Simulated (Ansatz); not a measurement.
Breaking the C2–H6 bond in CH6Sn (SMILES [CH3][SnH3]) (multiplicity 1 held, fragments rigid). Energies count from the point at 1.089 Å.
Geometry at that point (charge 0, multiplicity 1):
```xyz
8

Sn    -0.301     0.032    -0.006
C      1.844    -0.199     0.039
H     -0.976    -0.976    -1.217
H     -0.710     1.661    -0.350
H     -0.971    -0.399     1.511
H      2.099    -1.235     0.257
H      2.269     0.443     0.809
H      2.266     0.076    -0.927
```

Unrestricted levels (U-) break spin symmetry where that is lower. Active spaces are followed from a long bond inwards. Levels need not reach the same state.

Frozen-core correlation. Filled d and f shells under p-block atoms count as core.

Programs: Ansatz (a program for electronic structure) with Gaussian orbitals. Each number belongs to the level named beside it. In def2 rows elements past Kr take small-core potentials, without spin–orbit coupling.

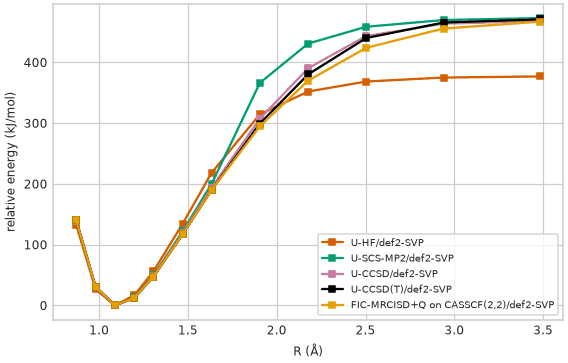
*Relative energy along the coordinate*

Doubts at one or more of the structures used: a spin-contaminated determinant (U-HF/def2-SVP, U-SCS-MP2/def2-SVP, U-CCSD/def2-SVP, U-CCSD(T)/def2-SVP); T1 above 0.05 (U-CCSD/def2-SVP, U-CCSD(T)/def2-SVP).
